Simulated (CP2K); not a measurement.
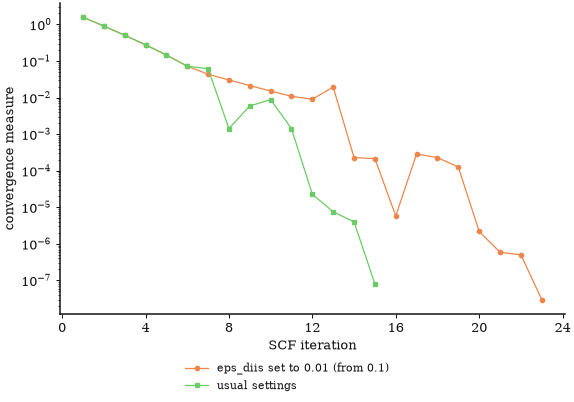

Two SCF runs that differ in one setting.
The run: [CuF2]- (charge −1), by RHF PM6 in CP2K.

Question: How did each SCF end?

Answer: “usual settings” converged in 15 iterations. “eps_diis set to 0.01 (from 0.1)” converged in 23 iterations. CP2K mixes the density linearly, with weight alpha, until the error falls below EPS_DIIS, and only then turns to DIIS. That happens at step 7 with the usual settings and at step 13 in the changed run. Both end at the same energy within 1 meV.
